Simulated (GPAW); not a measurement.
# CrGe2As4 monolayer in an electric field, part 2 of 2

How does CrGe2As4 monolayer screen a perpendicular field?

GPAW 26.7.0; GPAW, PAW setups; layer in a repeated cell with vacuum, relaxation of atoms and in-plane cell (the session's first sound run).

So far, dipole along the normal (e·Å): step 2 (relaxing the atoms) 0.00238; step 3 (plane waves, PBE) 7.4e-4; step 4 (field on) -0.157; step 5 (In a field) -0.0786.

### Step 8. In a field

Level of this step: GPAW, PAW setups; slab in vacuum (GPAW).

The input, run.py:

```python
import json
import numpy as np
from ase import Atoms
from gpaw import GPAW, PW
from gpaw.external import ConstantElectricField

slab = Atoms(
    ['As', 'Ge', 'As', 'Cr', 'As', 'Ge', 'As'],
    positions=[
        [-0.00000, -0.00000, 9.00000],
        [-0.00000, 2.10572, 10.20479],
        [-0.00000, 2.10572, 12.67782],
        [0.00000, -0.00000, 14.05153],
        [-0.00000, 2.10572, 15.42524],
        [-0.00000, 2.10572, 17.89826],
        [0.00000, -0.00000, 19.10305]],
    cell=[[3.6472, -0.0, 0.0], [-1.8236, 3.15857, 0.0], [0.0, 0.0, 28.1031]],
    pbc=[True, True, False])

slab.calc = GPAW(mode=PW(400), xc='PBE', kpts={'size': (9, 9, 1), 'gamma': True},
                 occupations={'name': 'fermi-dirac', 'width': 0.05}, nbands='200%',
                 convergence={'density': 1e-05}, maxiter=200,
                 poissonsolver={'dipolelayer': 'xy'},
                 external=ConstantElectricField(0.1, [0, 0, 1]),
                 symmetry={'tolerance': 1e-3}, txt='slab.txt')
result = {}
energy = slab.get_potential_energy()
fermi = slab.calc.get_fermi_level()
v = slab.calc.get_electrostatic_potential().mean((0, 1)) - fermi
n = slab.calc.get_pseudo_density().mean((0, 1))
L = slab.cell[2, 2]
z = np.arange(len(v)) * L / len(v)
low, high = slab.positions[:, 2].min(), slab.positions[:, 2].max()
below, above = np.interp([low - 6.8, high + 6.8], z, v)
slopes = [np.interp(x, z, np.gradient(v, z)) for x in (low - 6.8, high + 6.8)]
eps = np.array([[slab.calc.get_eigenvalues(k, s) for k in range(len(slab.calc.get_ibz_k_points()))]
                for s in range(slab.calc.get_number_of_spins())]) - fermi
top, bottom = eps[eps < 0].max(), eps[eps > 0].min()
dipole = slab.get_dipole_moment()[2]
print(f'energy {energy:.4f} eV, Fermi level {fermi:.4f} eV, dipole {dipole:.5f} e A')
print(f'potential 6.8 A off the faces, from the Fermi level: lower {below:.4f} eV, upper {above:.4f} eV')
print(f'slope of the potential there: lower {slopes[0]:.5f}, upper {slopes[1]:.5f} eV/A')
print(f'nearest levels on the mesh: {top:.4f} and {bottom:.4f} eV')
print('magnetic moment', round(slab.get_magnetic_moment(), 3))
result.update(energy=energy, fermi=fermi, dipole=dipole, below=below, above=above, slopes=slopes, edges=[top, bottom],
              z=z.tolist(), v=v.tolist(), n=n.tolist(), positions=slab.positions.tolist(),
              forces=slab.get_forces(apply_constraint=False).tolist(), moments=slab.get_magnetic_moments().tolist())
json.dump(result, open('result.json', 'w'))
```

Started as:

```sh
OMP_NUM_THREADS=1 OPENBLAS_NUM_THREADS=1 python run.py
```

Output:

```text
energy -36.7861 eV, Fermi level 0.1664 eV, dipole 0.07857 e A
potential 6.8 A off the faces, from the Fermi level: lower 5.4469 eV, upper 4.2121 eV
slope of the potential there: lower -0.00007, upper 0.00030 eV/A
nearest levels on the mesh: -0.0759 and 0.0601 eV
magnetic moment 0.0
```

Wall time 3.4 min (1 thread of Intel Xeon Platinum 8488C (Sapphire Rapids), shared host); peak memory 0.45 GiB.

The electrostatic potential energy of an electron (without an applied field's), less the Fermi level, planar mean oscillates, so the rows of the table below give means over windows of 1.93 Å about each position, cut where the curve ends. Its maxima inside the range that stand out by 2 % of the span (Å: eV): 1.4: 5.45, 9.6: -8.24, 11.4: 2.35, 13.4: -5.19, 14.7: -5.31, 16.7: 1.85, 18.5: -9.10. Its minima: 9.1: -13.6, 10.2: -13.3, 12.7: -12.8, 14.1: -10.8, 15.4: -13.1, 17.9: -14.0, 19.0: -14.6.

Electrostatic potential energy of an electron (without an applied field's), less the Fermi level, planar mean against z; means over each step:

```tsv
z (Å)	electrostatic potential energy of an electron (without an applied field's), less the Fermi level, planar mean (eV)
0.96	5.39
2.90	5.45
4.83	5.44
6.76	5.22
8.69	-5.55
10.62	-5.35
12.55	-6.03
14.48	-8.54
16.41	-2.52
18.34	-11.4
20.27	0.385
22.20	4.19
24.13	4.21
26.06	4.21
27.99	4.27
```

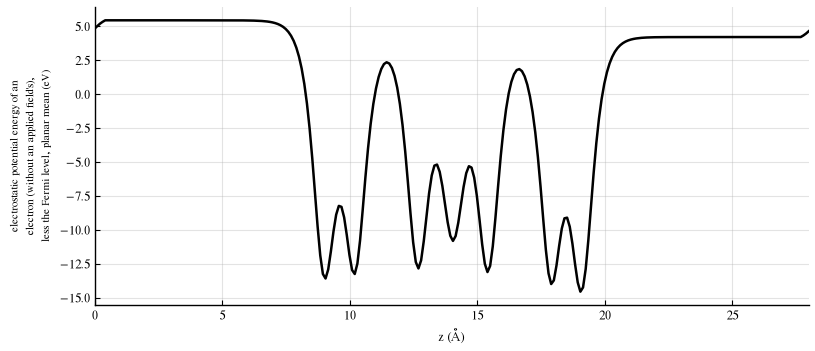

Electrostatic potential energy of an electron (without an applied field's), less the Fermi level, planar mean, plotted against z.

The dipole is now 0.0786 e Å, against 7.4e-4 in the run without a field.

### Step 9. Field on

Changes to run.py since step 8:

```diff
@@ -23,3 +23,3 @@
                  poissonsolver={'dipolelayer': 'xy'},
-                 external=ConstantElectricField(0.1, [0, 0, 1]),
+                 external=ConstantElectricField(0.2, [0, 0, 1]),
                  symmetry={'tolerance': 1e-3}, txt='slab.txt')
```

Output:

```text
energy -36.7979 eV, Fermi level 0.1660 eV, dipole 0.15716 e A
potential 6.8 A off the faces, from the Fermi level: lower 6.0662 eV, upper 3.5963 eV
slope of the potential there: lower 0.00005, upper 0.00042 eV/A
nearest levels on the mesh: -0.0761 and 0.0597 eV
magnetic moment 0.0
```

Elapsed: 3.1 min, on 1 thread; peak memory 0.44 GiB.

The dipole is now 0.157 e Å, against 7.4e-4 in the run without a field.

### Step 10. Field on

Changes to run.py since step 9:

```diff
@@ -23,3 +23,3 @@
                  poissonsolver={'dipolelayer': 'xy'},
-                 external=ConstantElectricField(0.2, [0, 0, 1]),
+                 external=ConstantElectricField(0.3, [0, 0, 1]),
                  symmetry={'tolerance': 1e-3}, txt='slab.txt')
```

Output:

```text
energy -36.8175 eV, Fermi level 0.1654 eV, dipole 0.23580 e A
potential 6.8 A off the faces, from the Fermi level: lower 6.6869 eV, upper 2.9811 eV
slope of the potential there: lower 0.00017, upper 0.00054 eV/A
nearest levels on the mesh: -0.0764 and 0.0589 eV
magnetic moment 0.0
```

The job ended after 3 min (1 thread; peak memory 0.44 GiB).

The electrostatic potential energy of an electron (without an applied field's), less the Fermi level, planar mean oscillates, so the rows of the table below give means over windows of 1.93 Å about each position, cut where the curve ends. Its maxima inside the range that stand out by 2 % of the span (Å: eV): 1.6: 6.69, 9.6: -7.37, 11.4: 2.85, 13.4: -5.07, 14.7: -5.43, 16.7: 1.35, 18.5: -9.98. Its minima: 9.1: -12.6, 10.2: -12.5, 12.7: -12.6, 14.1: -10.8, 15.4: -13.4, 17.9: -14.7, 19.0: -15.5.

Electrostatic potential energy of an electron (without an applied field's), less the Fermi level, planar mean against z; means over each step:

```tsv
z (Å)	electrostatic potential energy of an electron (without an applied field's), less the Fermi level, planar mean (eV)
0.96	6.51
2.90	6.69
4.83	6.68
6.76	6.44
8.69	-4.52
10.62	-4.69
12.55	-5.74
14.48	-8.62
16.41	-2.97
18.34	-12.2
20.27	-0.766
22.20	2.96
24.13	2.98
26.06	2.98
27.99	3.17
```

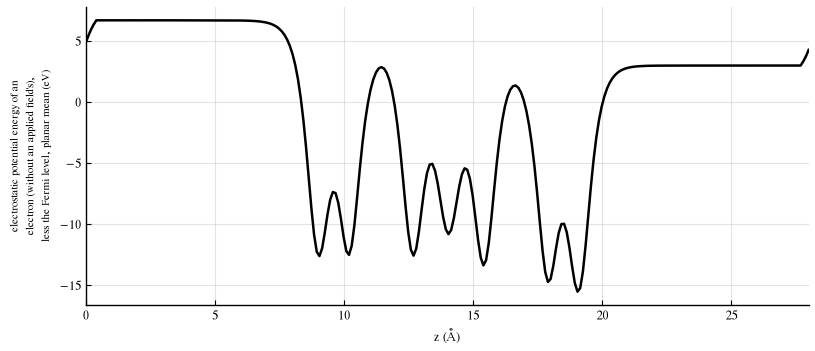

Electrostatic potential energy of an electron (without an applied field's), less the Fermi level, planar mean, plotted against z.

The dipole is now 0.236 e Å, against 7.4e-4 in the run without a field.

### Step 11. The series

The members are put on one axis.

This step: induced dipole against applied field (GPAW 26.7.0).

Table of dipole along the normal by field:

```tsv
field (V/Å)	dipole along the normal (e·Å)
-0.200	-0.157
-0.100	-0.0786
-0.050	-0.0393
0.000	7.4e-4
0.050	0.0393
0.100	0.0786
0.200	0.157
0.300	0.236
```

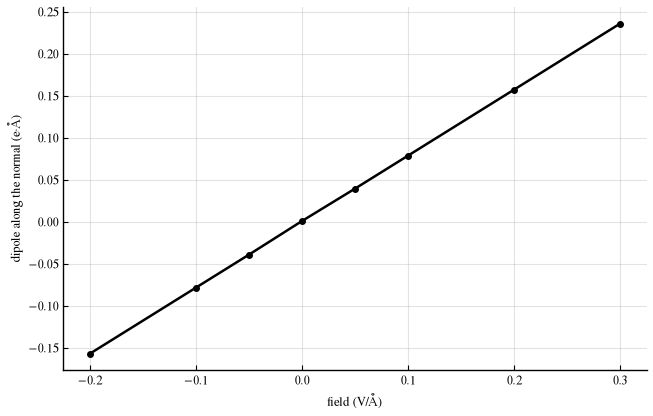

Dipole along the normal against field.

### Step 12. Summary of results

```yaml
work_function_upper_and_lower_face: 4.837 and 4.821 eV
dipole_along_the_normal: 7.4e-4 e Å, near the numerical noise
induced_dipole_per_field: 0.786 e Å per V/Å
out_of_plane_polarisability_per_area_alpha_eps_0_a: 12.3 Å
```

The field induces 0.786 e Å per V/Å, a polarisable thickness α/(ε0 A) of 12.3 Å beside 10.1 Å between the outermost nuclei. A perfect conductor would give the distance between its two image planes; a dielectric of thickness t gives t(1 - 1/ε). The induced dipole is linear in the field over this range. The small printed dipole stands for a step of -12 meV from the lower to the upper face, and the probes find 16 meV; values this small are near the numerical noise of both. The runs had no spin polarisation, so a magnetic state, which thin layers of d-metal atoms can have, wasn't tested. The layer's cell and atoms come from the relaxation; spin-orbit coupling and temperature are left out.

[Logs are printed without paths, hosts, clocks, repeated set-up lines and the standing remarks that a program may print on its own settings, such as how far it seeks lower states.]

[Hosts, paths, dates, database ids (printed as entryN), source tags and the programs' standing remarks are cut or masked in the printed files.]
